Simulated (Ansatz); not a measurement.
# HSE06/cc-pVDZ run of CH5BO2 (SMILES COBO)

Aim: the vertical ionisation energy of CH5BO2 at HSE06/cc-pVDZ, from 2 runs. 

The results are computed with Ansatz 0.2.0.

83 further runs of the same task are left out: 83 set aside as unsound or not needed. Runs told in other sessions of the task aren't counted.

## 1. Starting point

CH5BO2: 9 atoms, total charge 0, spin state singlet. SMILES: `COBO`. The coordinates come from a PBE0-D4/def2-TZVP relaxation. This is one conformer, not always the lowest.

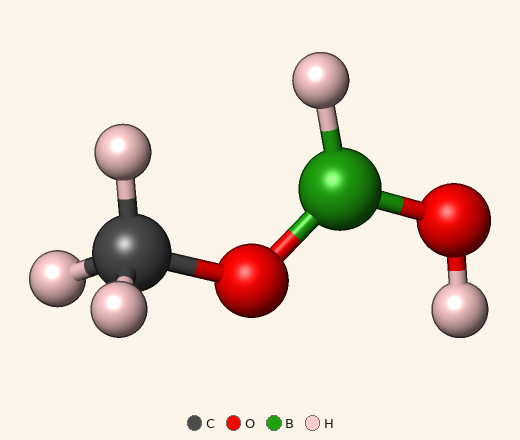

Viewed from a chosen angle; carbon dark grey, oxygen red, boron green, hydrogen pink.

## 2. The energy at HSE06/cc-pVDZ

File input.yaml:

```yaml
crystal:
  periodic: [false, false, false]
  atoms:
    - {symbol: C, position_ang: [0.281800, 0.801900, -1.057400]}
    - {symbol: O, position_ang: [-0.113500, 0.454800, 0.251000]}
    - {symbol: B, position_ang: [-0.134900, -0.834100, 0.671600]}
    - {symbol: O, position_ang: [-0.524600, -1.118500, 1.938500]}
    - {symbol: H, position_ang: [0.568100, -0.079800, -1.637600]}
    - {symbol: H, position_ang: [1.131400, 1.486400, -1.006200]}
    - {symbol: H, position_ang: [-0.544800, 1.307500, -1.561700]}
    - {symbol: H, position_ang: [0.183900, -1.738400, -0.047600]}
    - {symbol: H, position_ang: [-0.758900, -0.326300, 2.432200]}
basis:
  gaussian: {orbitals: cc-pVDZ}
hamiltonian: {xc: {name: HSE06}}
accuracy: high
output: {orbitals: {seedname: orbitals}}
```

Started as:

```
$ ansatz run input.yaml --threads 1 --pin off --max-ram 2610MiB --events-out events.jsonl --progress --plain --runs-dir runs
```

What it wrote:

```text
Warning: RAYON_NUM_THREADS=1 ignored (pool sized by the plan → 1); use --threads N
Functional definition: HSE06
  name "HSE06"
  parameter a = 0.25
  parameter omega = 0.11/bohr
  exchange = pbe_x - a*pbe_x_sr(omega) + a*exact_x_sr(omega)
  correlation = pbe_c
1902 factors; integrals over basis functions are off by at most 5.7e-9 eV
93 factors; integrals over basis functions are off by at most 1.6e-9 eV
mean field evaluation 1: about -5879.1847 eV, gradient 5.3e1 eV
mean field evaluation 2: about -5874.9515 eV, gradient 7.2e1 eV
mean field evaluation 4: about -5884.4966 eV, gradient 1.9e0 eV
mean field evaluation 8: about -5884.5016 eV, gradient 1.2e-1 eV
mean field evaluation 16: about -5884.5017 eV, gradient 2.1e-6 eV
mean field -5884.50166004 eV, -216.2514473480 hartree, gradient 4.5e-8 eV, S^2 0.000000; 0 other end points of the search recorded, 0 dependent functions left out
reference -5884.50166323 eV, -216.2514474654 hartree; 16, 16 occupied and 65, 65 virtual orbitals, 1902 factors
Total energy: -5884.50166323 eV, -216.2514474654 hartree
```

It took 5.7 s on 1 thread of Arm Neoverse V1, shared host; peak memory 0.25 GiB.

## 3. The doublet cation, same level

input.yaml: that of step 2 with these lines changed.

```diff
@@ -13,4 +13,10 @@
 basis:
-  gaussian: {orbitals: cc-pVDZ}
-hamiltonian: {xc: {name: HSE06}}
+  gaussian:
+    orbitals: cc-pVDZ
+total_charge: 1
+magnetization:
+  spin_polarized: true
+  initial_magnetization: 1
+hamiltonian:
+  xc: hse06
 accuracy: high
```

Started as:

```
$ ansatz run input.yaml --threads 1 --pin off --max-ram 2610MiB --events-out events.jsonl --progress --plain --runs-dir runs
```

What it wrote, shortened:

```text
Warning: RAYON_NUM_THREADS=1 ignored (pool sized by the plan → 1); use --threads N
[... 6 set-up lines as earlier in the session ...]
1901 factors; integrals over basis functions are off by at most 5.7e-9 eV
93 factors; integrals over basis functions are off by at most 1.6e-9 eV
mean field evaluation 1: about -5859.4251 eV, gradient 5.9e1 eV
mean field evaluation 2: about -5834.0054 eV, gradient 9.9e1 eV
mean field evaluation 4: about -5870.8475 eV, gradient 2.3e1 eV
mean field evaluation 8: about -5873.4838 eV, gradient 9.8e-1 eV
mean field evaluation 16: about -5873.7156 eV, gradient 7.5e-3 eV
mean field evaluation 32: about -5873.7156 eV, gradient 9.7e-7 eV
mean field -5873.71562443 eV, -215.8550678503 hartree, gradient 8.3e-8 eV, S^2 0.766273; 2 other end points of the search recorded, 0 dependent functions left out
reference -5873.71562764 eV, -215.8550679682 hartree; 16, 15 occupied and 65, 66 virtual orbitals, 1901 factors
Total energy: -5873.71562764 eV, -215.8550679682 hartree
```

Wall time 17 s (1 thread of Arm Neoverse V1, shared host); peak memory 0.34 GiB.

## 4. Summary of results

Level: HSE06/cc-pVDZ.

```
                                          quantity          value
                      singlet CH5BO2: total energy  -216.25145 Eh
                       singlet CH5BO2: HOMO energy       -7.97 eV
                       singlet CH5BO2: LUMO energy        1.03 eV
                     singlet CH5BO2: HOMO–LUMO gap        9.01 eV
                      doublet cation: total energy  -215.85507 Eh
doublet cation: HOMO energy (highest over α and β)      -15.60 eV
 doublet cation: LUMO energy (lowest over α and β)      -13.61 eV
                              doublet cation: ⟨S²⟩          0.766
vertical ionisation energy (to the doublet cation)      10.786 eV
```

What this shows: The vertical ionisation energy comes to 10.79 eV (1041 kJ/mol). The negative HOMO energy of the first species, 7.97 eV, lies 2.81 eV below that difference.
